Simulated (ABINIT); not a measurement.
# Beyond one shot: WS2 (Tungstenite), part 2 of 2

Wanted: G0W0 and self-consistent gaps of WS2 (Tungstenite), with the cost of the cycles.

ABINIT 10.8.3; PBE and many-body steps on it, plane waves. Known limits of the many-body steps: not at the basis limit; no spin-orbit coupling; coarse k mesh.

So far. Step 5 (evGW0, cycle 1): Against G0W0 in ABINIT (6×6×1 mesh, 224 bands, screening to 130.6 eV, Godby-Needs plasmon pole), the gap moves by +0.080 eV. This first cycle still uses the starting levels; it takes the full correction, at all points of the mesh, and its linearised value is 1.297 eV. Step 6 (evGW0, cycle 2): Against the cycle before, the gap moves by −0.052 eV.

### 7. evGW0, cycle 3

Level of this step: evGW0 on PBE, plane waves, norm-conserving pseudopotentials (ABINIT).

Input file run.abi:

```
acell 3*1.0 Angstrom
rprim 
  3.153199999992 0.000000000002 0.000000000000
  -1.576599999998 2.730751303206 0.000000000000
  0.000000000000 0.000000000000 12.323000000000
ntypat 2
znucl 74 16
natom 6
typat 1 1 2 2 2 2
xred 
  0.333333333333 0.666666666667 0.250000000000
  0.666666666667 0.333333333333 0.750000000000
  0.333333333333 0.666666666667 0.622500000000
  0.666666666667 0.333333333333 0.122500000000
  0.333333333333 0.666666666667 0.877500000000
  0.666666666667 0.333333333333 0.377500000000
pp_dirpath "pseudos"
pseudos "W.upf, S.upf"
ecut 31
ngkpt 6 6 1
nshiftk 1
shiftk 0 0 0
kptopt 1
chksymbreak 0
istwfk *1
occopt 1
irdwfk 1
optdriver 4
nband 224
gwcalctyp 10
ecutsigx 31
symsigma 1
nkptgw 7
kptgw 
  0.0000000000 0.0000000000 0.0000000000
  0.1666666667 0.0000000000 0.0000000000
  0.3333333333 0.0000000000 0.0000000000
  0.5000000000 0.0000000000 0.0000000000
  0.1666666667 0.1666666667 0.0000000000
  0.3333333333 0.1666666667 0.0000000000
  0.3333333333 0.3333333333 0.0000000000
bdgw 
  13 32
  13 32
  13 32
  13 32
  13 32
  13 32
  13 32
ecuteps 4.8
irdscr 1
ppmodel 1
irdqps 1
indata_prefix "in"
outdata_prefix "out"
tmpdata_prefix "tmp"
```

Command:

```bash
> OMP_NUM_THREADS=1 mpirun -n 8 abinit run.abi > log
```

Output:

```text
.Version 10.8.3 of ABINIT. v10.8.2 released Aug 2026.

 Symmetries : space group P6_3/m m c (#194); Bravais hP (primitive hexag.)
[... echo of the input left out ...]
== DATASET  1 ==================================================================
-   mpi_nproc: 8, omp_nthreads: 1 (-1 if OMP is not activated)

--- !DatasetInfo
iteration_state: {dtset: 1, }
dimensions: {natom: 6, nkpt: 7, mband: 224, nsppol: 1, nspinor: 1, nspden: 1, mpw: 5929, }
cutoff_energies: {ecut:  31.0, pawecutdg:  -1.0, }
[...]
.  kptgw no:  5; Maximum DeltaE = (  -0.001  -0.000) for band index: 20
.  kptgw no:  6; Maximum DeltaE = (  -0.005   0.000) for band index: 20
.  kptgw no:  7; Maximum DeltaE = (  -0.011   0.000) for band index: 18

== END DATASET(S) ==============================================================
================================================================================

 -outvars: echo values of variables after computation  --------
           etotal      0.0000000000E+00
            nband         224
             nkpt           7
          spgroup         194
 [... the other variables as echoed above ...]

 Calculation completed.
```

Elapsed: 7.3 min, on 8 MPI ranks of Arm Neoverse V1, shared host; peak memory 3.4 GiB; 58 min of CPU time.

Numbers from this step:

| Quantity | Value |
| --- | --- |
| quasiparticle gap on the mesh | 1.332 eV |
| gap of the density functional on the mesh | 0.9806 eV |
| k of the valence top | 0, 0, 0 |
| k of the conduction bottom | 0.1667, 0.1667, 0 |
| least direct quasiparticle gap on the computed points | 2.464 eV |

Against the cycle before, the gap moves by +0.007 eV.

### 8. Screening, 6×6×1 mesh, 224 bands, screening to 130.6 eV

This step: RPA screening on PBE, plane waves, norm-conserving pseudopotentials.

Edit run.abi of step 7 so:

```diff
@@ -27,28 +27,13 @@
 irdwfk 1
-optdriver 4
+optdriver 3
 nband 224
+ecuteps 4.8
+inclvkb 2
+awtr 1
+symchi 1
 gwcalctyp 10
-ecutsigx 31
-symsigma 1
-nkptgw 7
-kptgw 
-  0.0000000000 0.0000000000 0.0000000000
-  0.1666666667 0.0000000000 0.0000000000
-  0.3333333333 0.0000000000 0.0000000000
-  0.5000000000 0.0000000000 0.0000000000
-  0.1666666667 0.1666666667 0.0000000000
-  0.3333333333 0.1666666667 0.0000000000
-  0.3333333333 0.3333333333 0.0000000000
-bdgw 
-  13 32
-  13 32
-  13 32
-  13 32
-  13 32
-  13 32
-  13 32
-ecuteps 4.8
-irdscr 1
-ppmodel 1
-irdqps 1
+mbpt_sciss 0.602 eV
+nqptdm 1
+qptdm 
+  0 0 0
 indata_prefix "in"
```

Output:

```text
.Version 10.8.3 of ABINIT. v10.8.2 released Aug 2026.

 Symmetries : space group P6_3/m m c (#194); Bravais hP (primitive hexag.)
[... echo of the input left out ...]
== DATASET  1 ==================================================================
-   mpi_nproc: 8, omp_nthreads: 1 (-1 if OMP is not activated)

--- !DatasetInfo
iteration_state: {dtset: 1, }
dimensions: {natom: 6, nkpt: 7, mband: 224, nsppol: 1, nspinor: 1, nspden: 1, mpw: 5929, }
cutoff_energies: {ecut:  31.0, pawecutdg:  -1.0, }
electrons: {nelect:   5.20000000E+01, charge:   0.00000000E+00, occopt:   1.00000000E+00, tsmear:   1.00000000E-02, }

 SCREENING: Calculation of the susceptibility and dielectric matrices

 Based on a program developped by R.W. Godby, V. Olevano, G. Onida, and L. Reining.
 Incorporated in ABINIT by V. Olevano, G.-M. Rignanese, and M. Torrent.
.Using double precision arithmetic ; gwpc =  8

[... cell and pseudopotentials left out ...]
--------------------------------------------------------------------------------

 ==== K-mesh for the wavefunctions ====
 Number of points in the irreducible wedge :     7
[... list of points left out ...]
 Together with 24 symmetry operations and time-reversal symmetry
 yields    36 points in the full Brillouin Zone.

 ==== Q-mesh for the screening function ====
 Number of points in the irreducible wedge :     7
[... list of points left out ...]
 Together with 24 symmetry operations and time-reversal symmetry
 yields    36 points in the full Brillouin Zone.

 setmesh: FFT mesh size selected  =    20x   20x   90
          total number of points  =        36000

 vcoul_init : cutoff-mode = AUXILIARY_FUNCTION
 q-points for optical limit:   1
     1)      0.000010    0.000020    0.000030

 Dielectric matrix will be calculated only for some
 selected q points provided by the user through the input variables
 nqptdm and qptdm

- screening: taking advantage of time-reversal symmetry
- Maximum band index for partially occupied states nbvw = 26
- Remaining bands to be divided among processors   nbcw = 198
- Number of bands treated by each node ~24

 rdqps: reading QP wavefunctions of the previous step
        looking for file in_QPS
 file not found, 1st iteration initialized with KS eigenelements

 screening : performing a first self-consistency
 update of the energies in W by a scissor operator
 applying a scissor operator of [eV] :   0.602

 Number of electrons calculated from density =   52.0000; Expected =   52.0000
 average of density, n =  0.072620
 r_s =    1.4869
 omega_plasma =   25.9946 [eV]

 calculating chi0 at frequencies [eV] :
  1    0.000000E+00    0.000000E+00
  2    0.000000E+00    2.599465E+01

--------------------------------------------------------------------------------
  q-point number  1        q = ( 0.000000, 0.000000, 0.000000) [r.l.u.]
--------------------------------------------------------------------------------
[... chi0 elements left out ...]
 For q-point:  0.000010 0.000020 0.000030
  dielectric constant =  11.9071
  dielectric constant without local fields =  13.1163

  Average fulfillment of the sum rule on Im[epsilon] for q-point    1 :     90.93  [%]
[... wings left out ...]
== END DATASET(S) ==============================================================
================================================================================

 -outvars: echo values of variables after computation  --------
           etotal      0.0000000000E+00
            nband         224
             nkpt           7
          spgroup         194
 [... the other variables as echoed above ...]

 Calculation completed.
```

Elapsed: 41 s, on 8 MPI ranks; peak memory 2.9 GiB.

This step gave:

```
ε∞ with local fields, on this mesh, along the program's q direction : 11.91
the same without local fields                                       : 13.12
plasma frequency                                                    : 25.99 eV
plane waves in the screening matrix                                 : 341
```

This screening uses the functional's bands under a rigid shift, the mean opening of the cycle before.

### 9. Screening, 6×6×1 mesh, 224 bands, screening to 130.6 eV

This step: RPA screening on PBE from quasiparticle energies, plane waves, norm-conserving pseudopotentials.

Edit run.abi of step 8 so:

```diff
@@ -33,7 +33,12 @@
 symchi 1
+irdqps 1
 gwcalctyp 10
-mbpt_sciss 0.602 eV
-nqptdm 1
+nqptdm 6
 qptdm 
-  0 0 0
+  0.1666666667 0.0000000000 0.0000000000
+  0.3333333333 0.0000000000 0.0000000000
+  0.5000000000 0.0000000000 0.0000000000
+  0.1666666667 0.1666666667 0.0000000000
+  0.3333333333 0.1666666667 0.0000000000
+  0.3333333333 0.3333333333 0.0000000000
 indata_prefix "in"
```

Input file mrgscr.stdin:

```
2
merged
q0_SCR
out_SCR
1
```

Command:

```bash
> OMP_NUM_THREADS=1 mpirun -n 8 abinit run.abi > log; mrgscr < mrgscr.stdin
```

Output:

```text
.Version 10.8.3 of ABINIT. v10.8.2 released Aug 2026.

 Symmetries : space group P6_3/m m c (#194); Bravais hP (primitive hexag.)
[... echo of the input left out ...]
== DATASET  1 ==================================================================
-   mpi_nproc: 8, omp_nthreads: 1 (-1 if OMP is not activated)

--- !DatasetInfo
iteration_state: {dtset: 1, }
dimensions: {natom: 6, nkpt: 7, mband: 224, nsppol: 1, nspinor: 1, nspden: 1, mpw: 5929, }
cutoff_energies: {ecut:  31.0, pawecutdg:  -1.0, }
[...]
q-point number  1        q = ( 0.166667, 0.000000, 0.000000) [r.l.u.]
--------------------------------------------------------------------------------
[... chi0 elements left out ...]
  Average fulfillment of the sum rule on Im[epsilon] for q-point    2 :     93.32  [%]

--------------------------------------------------------------------------------
  q-point number  2        q = ( 0.333333, 0.000000, 0.000000) [r.l.u.]
--------------------------------------------------------------------------------
[... chi0 elements left out ...]
  Average fulfillment of the sum rule on Im[epsilon] for q-point    3 :     86.98  [%]

 [... 4 further q-points ...]
```

Wall time 81 s (8 MPI ranks); peak memory 2.5 GiB; 11 min of CPU time.

This step gave:

| Quantity | Value |
| --- | --- |
| plasma frequency | 25.99 eV |
| plane waves in the screening matrix | 341 |

This screening reads the quasiparticle levels of the cycle before.

### 10. evGW, cycle 1

This step: evGW on PBE, plane waves, norm-conserving pseudopotentials.

Edit run.abi of step 9 so:

```diff
@@ -27,12 +27,10 @@
 irdwfk 1
-optdriver 3
+optdriver 4
 nband 224
-ecuteps 4.8
-inclvkb 2
-awtr 1
-symchi 1
-irdqps 1
 gwcalctyp 10
-nqptdm 6
-qptdm 
+ecutsigx 31
+symsigma 1
+nkptgw 7
+kptgw 
+  0.0000000000 0.0000000000 0.0000000000
   0.1666666667 0.0000000000 0.0000000000
@@ -43,2 +41,14 @@
   0.3333333333 0.3333333333 0.0000000000
+bdgw 
+  13 32
+  13 32
+  13 32
+  13 32
+  13 32
+  13 32
+  13 32
+ecuteps 4.8
+irdscr 1
+ppmodel 1
+irdqps 1
 indata_prefix "in"
```

Command:

```bash
> OMP_NUM_THREADS=1 mpirun -n 8 abinit run.abi > log
```

Output:

```text
.Version 10.8.3 of ABINIT. v10.8.2 released Aug 2026.

 Symmetries : space group P6_3/m m c (#194); Bravais hP (primitive hexag.)
[... echo of the input left out ...]
== DATASET  1 ==================================================================
-   mpi_nproc: 8, omp_nthreads: 1 (-1 if OMP is not activated)

--- !DatasetInfo
iteration_state: {dtset: 1, }
dimensions: {natom: 6, nkpt: 7, mband: 224, nsppol: 1, nspinor: 1, nspden: 1, mpw: 5929, }
cutoff_energies: {ecut:  31.0, pawecutdg:  -1.0, }
[...]
.  kptgw no:  5; Maximum DeltaE = (  -0.054  -0.001) for band index:  1
.  kptgw no:  6; Maximum DeltaE = (  -0.043   0.000) for band index:  2
.  kptgw no:  7; Maximum DeltaE = (  -0.051  -0.000) for band index:  4

== END DATASET(S) ==============================================================
================================================================================

 -outvars: echo values of variables after computation  --------
           etotal      0.0000000000E+00
            nband         224
             nkpt           7
          spgroup         194
 [... the other variables as echoed above ...]

 Calculation completed.
```

Run time: 7.3 min. Hardware: 8 MPI ranks; peak memory 3.3 GiB.

This step gave:

```
quasiparticle gap on the mesh                         : 1.394 eV
gap of the density functional on the mesh             : 0.9806 eV
k of the valence top                                  : 0, 0, 0
k of the conduction bottom                            : 0.1667, 0.1667, 0
least direct quasiparticle gap on the computed points : 2.520 eV
```

Against G0W0 in ABINIT (6×6×1 mesh, 224 bands, screening to 130.6 eV, Godby-Needs plasmon pole), the gap moves by +0.097 eV.

### 11. Screening, 6×6×1 mesh, 224 bands, screening to 130.6 eV

This step: RPA screening on PBE, plane waves, norm-conserving pseudopotentials.

Edit run.abi of step 10 so:

```diff
@@ -27,28 +27,13 @@
 irdwfk 1
-optdriver 4
+optdriver 3
 nband 224
+ecuteps 4.8
+inclvkb 2
+awtr 1
+symchi 1
 gwcalctyp 10
-ecutsigx 31
-symsigma 1
-nkptgw 7
-kptgw 
-  0.0000000000 0.0000000000 0.0000000000
-  0.1666666667 0.0000000000 0.0000000000
-  0.3333333333 0.0000000000 0.0000000000
-  0.5000000000 0.0000000000 0.0000000000
-  0.1666666667 0.1666666667 0.0000000000
-  0.3333333333 0.1666666667 0.0000000000
-  0.3333333333 0.3333333333 0.0000000000
-bdgw 
-  13 32
-  13 32
-  13 32
-  13 32
-  13 32
-  13 32
-  13 32
-ecuteps 4.8
-irdscr 1
-ppmodel 1
-irdqps 1
+mbpt_sciss 0.677 eV
+nqptdm 1
+qptdm 
+  0 0 0
 indata_prefix "in"
```

Output:

```text
.Version 10.8.3 of ABINIT. v10.8.2 released Aug 2026.

 Symmetries : space group P6_3/m m c (#194); Bravais hP (primitive hexag.)
[... echo of the input left out ...]
== DATASET  1 ==================================================================
-   mpi_nproc: 8, omp_nthreads: 1 (-1 if OMP is not activated)

--- !DatasetInfo
iteration_state: {dtset: 1, }
dimensions: {natom: 6, nkpt: 7, mband: 224, nsppol: 1, nspinor: 1, nspden: 1, mpw: 5929, }
cutoff_energies: {ecut:  31.0, pawecutdg:  -1.0, }
[...]
[... chi0 elements left out ...]
 For q-point:  0.000010 0.000020 0.000030
  dielectric constant =  11.7362
  dielectric constant without local fields =  12.9159

  Average fulfillment of the sum rule on Im[epsilon] for q-point    1 :     91.33  [%]
[... wings left out ...]
== END DATASET(S) ==============================================================
================================================================================

 -outvars: echo values of variables after computation  --------
           etotal      0.0000000000E+00
            nband         224
             nkpt           7
          spgroup         194
 [... the other variables as echoed above ...]

 Calculation completed.
```

It took 39 s on 8 MPI ranks; peak memory 3 GiB; 5.2 min of CPU time.

This step gave:

```yaml
eps_infinity_with_local_fields_on_this_mesh_along_the_program_s_q_direction: 11.74
the_same_without_local_fields: 12.92
plasma_frequency: 25.99 eV
plane_waves_in_the_screening_matrix: 341
```

This screening uses the functional's bands under a rigid shift, the mean opening of the cycle before.

### 12. Screening, 6×6×1 mesh, 224 bands, screening to 130.6 eV

This step: RPA screening on PBE from quasiparticle energies, plane waves, norm-conserving pseudopotentials.

Edit run.abi of step 11 so:

```diff
@@ -33,7 +33,12 @@
 symchi 1
+irdqps 1
 gwcalctyp 10
-mbpt_sciss 0.677 eV
-nqptdm 1
+nqptdm 6
 qptdm 
-  0 0 0
+  0.1666666667 0.0000000000 0.0000000000
+  0.3333333333 0.0000000000 0.0000000000
+  0.5000000000 0.0000000000 0.0000000000
+  0.1666666667 0.1666666667 0.0000000000
+  0.3333333333 0.1666666667 0.0000000000
+  0.3333333333 0.3333333333 0.0000000000
 indata_prefix "in"
```

mrgscr.stdin is that of step 9.

Command:

```bash
> OMP_NUM_THREADS=1 mpirun -n 8 abinit run.abi > log; mrgscr < mrgscr.stdin
```

Output:

```text
.Version 10.8.3 of ABINIT. v10.8.2 released Aug 2026.

 Symmetries : space group P6_3/m m c (#194); Bravais hP (primitive hexag.)
[... echo of the input left out ...]
== DATASET  1 ==================================================================
-   mpi_nproc: 8, omp_nthreads: 1 (-1 if OMP is not activated)

--- !DatasetInfo
iteration_state: {dtset: 1, }
dimensions: {natom: 6, nkpt: 7, mband: 224, nsppol: 1, nspinor: 1, nspden: 1, mpw: 5929, }
cutoff_energies: {ecut:  31.0, pawecutdg:  -1.0, }
[...]
q-point number  1        q = ( 0.166667, 0.000000, 0.000000) [r.l.u.]
--------------------------------------------------------------------------------
[... chi0 elements left out ...]
  Average fulfillment of the sum rule on Im[epsilon] for q-point    2 :     93.82  [%]

--------------------------------------------------------------------------------
  q-point number  2        q = ( 0.333333, 0.000000, 0.000000) [r.l.u.]
--------------------------------------------------------------------------------
[... chi0 elements left out ...]
  Average fulfillment of the sum rule on Im[epsilon] for q-point    3 :     87.26  [%]

 [... 4 further q-points ...]
```

Wall time 80 s (8 MPI ranks); peak memory 2.5 GiB.

This step gave:

| Property | Result |
| --- | --- |
| plasma frequency | 25.99 eV |
| plane waves in the screening matrix | 341 |

This screening reads the quasiparticle levels of the cycle before.

### 13. evGW, cycle 2

This step: evGW on PBE, plane waves, norm-conserving pseudopotentials.

Edit run.abi of step 12 so:

```diff
@@ -27,12 +27,10 @@
 irdwfk 1
-optdriver 3
+optdriver 4
 nband 224
-ecuteps 4.8
-inclvkb 2
-awtr 1
-symchi 1
-irdqps 1
 gwcalctyp 10
-nqptdm 6
-qptdm 
+ecutsigx 31
+symsigma 1
+nkptgw 7
+kptgw 
+  0.0000000000 0.0000000000 0.0000000000
   0.1666666667 0.0000000000 0.0000000000
@@ -43,2 +41,14 @@
   0.3333333333 0.3333333333 0.0000000000
+bdgw 
+  13 32
+  13 32
+  13 32
+  13 32
+  13 32
+  13 32
+  13 32
+ecuteps 4.8
+irdscr 1
+ppmodel 1
+irdqps 1
 indata_prefix "in"
```

Command:

```bash
> OMP_NUM_THREADS=1 mpirun -n 8 abinit run.abi > log
```

Output:

```text
.Version 10.8.3 of ABINIT. v10.8.2 released Aug 2026.

 Symmetries : space group P6_3/m m c (#194); Bravais hP (primitive hexag.)
[... echo of the input left out ...]
== DATASET  1 ==================================================================
-   mpi_nproc: 8, omp_nthreads: 1 (-1 if OMP is not activated)

--- !DatasetInfo
iteration_state: {dtset: 1, }
dimensions: {natom: 6, nkpt: 7, mband: 224, nsppol: 1, nspinor: 1, nspden: 1, mpw: 5929, }
cutoff_energies: {ecut:  31.0, pawecutdg:  -1.0, }
[...]
.  kptgw no:  5; Maximum DeltaE = (  -0.002   0.000) for band index:  5
.  kptgw no:  6; Maximum DeltaE = (  -0.003  -0.000) for band index:  1
.  kptgw no:  7; Maximum DeltaE = (  -0.002  -0.001) for band index:  2

== END DATASET(S) ==============================================================
================================================================================

 -outvars: echo values of variables after computation  --------
           etotal      0.0000000000E+00
            nband         224
             nkpt           7
          spgroup         194
 [... the other variables as echoed above ...]

 Calculation completed.
```

Run time: 7.4 min. Hardware: 8 MPI ranks; peak memory 3.3 GiB.

Numbers from this step:

- quasiparticle gap on the mesh: 1.392 eV
- gap of the density functional on the mesh: 0.9806 eV
- k of the valence top: 0, 0, 0
- k of the conduction bottom: 0.1667, 0.1667, 0
- least direct quasiparticle gap on the computed points: 2.520 eV

Against the cycle before, the gap moves by −0.002 eV.

### 14. The runs together

Times are wall times on 8 MPI ranks of Arm Neoverse V1, shared host, good to a factor of about two. A run's time includes the screening step that it read.

```tsv
run	mesh	bands	screening cutoff (eV)	DFT gap (eV)	gap on the mesh (eV)	direct (eV)	ε∞ used	time
G0W0	6×6×1	224	130.6	0.981	1.297	2.408	13.57	2.3 min
evGW0, cycle 1	6×6×1	224	130.6	0.981	1.377	2.560	13.57	9.1 min
evGW0, cycle 2	6×6×1	224	130.6	0.981	1.325	2.446	13.57	9.1 min
evGW0, cycle 3	6×6×1	224	130.6	0.981	1.332	2.464	13.57	9.1 min
evGW, cycle 1	6×6×1	224	130.6	0.981	1.394	2.520	11.91	9.4 min
evGW, cycle 2	6×6×1	224	130.6	0.981	1.392	2.520	11.74	9.3 min
```

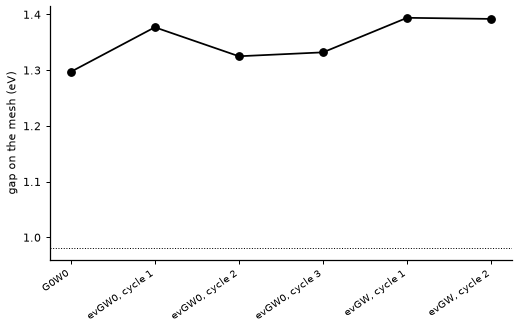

The gap through the cycles; the dotted line is the starting gap.

### 15. What came out

```yaml
g0w0: 1.297 eV
evgw0_cycle_1: 1.377 eV
evgw0_cycle_2: 1.325 eV
evgw0_cycle_3: 1.332 eV
evgw_cycle_1: 1.394 eV
evgw_cycle_2: 1.392 eV
known_limits: not at the basis limit; no spin-orbit coupling; coarse k mesh
```

**Reading.** Only the bands that the input lists are updated; the others, empty or deep, keep the functional's energies or take a rigid shift. The evGW loop starts from the last levels of evGW0, so its cycles and time come on top of those. evGW0 ends at 1.33 eV, +0.04 eV from G0W0, after 3 cycles that took 22 min beside the first screening; the last moved the gap by 0.007 eV. evGW ends at 1.39 eV, +0.10 eV from G0W0, after 2 cycles that took 19 min beside the first screening; the last moved the gap by 0.002 eV. The first cycle of evGW0 takes the full correction, without the factor Z, so it overshoots the one-shot value. Bands and cutoff are finite, so the gap is not at the basis limit. The miss can reach some tenths of an eV and take either sign; the mesh is an error of its own. The 6×6×1 mesh is coarse for this cell, which bears on the long-range parts of exchange and screening. In the updated screening the q = 0 part is built from Kohn-Sham bands under a rigid shift, the other q from the quasiparticle levels. The many-body steps are scalar-relativistic: spin-orbit coupling is not in them.

[Paths, hosts, dates, memory and timing lines, banners, echoed tables and standing remarks are left out of the program output.]

[Logs are printed without paths, hosts, clocks, repeated set-up lines and the standing remarks that a program may print on its own settings, such as how far it seeks lower states.]

[Runs of the session that timed out or met a known fault of the program may be left out.]

[Hosts, paths, dates, database ids (printed as entryN), source tags and the programs' standing remarks are cut or masked in the printed files.]

[G0W0 gaps are taken among the corrected bands and points alone; a level outside them can change the order at an edge.]

[Where Ansatz stands beside ABINIT at settings called matched, ABINIT's density can come from a denser mesh and the files from another edition; pairs whose starting gaps differed by over 0.03 eV were left out, so agreement reads better than it is.]
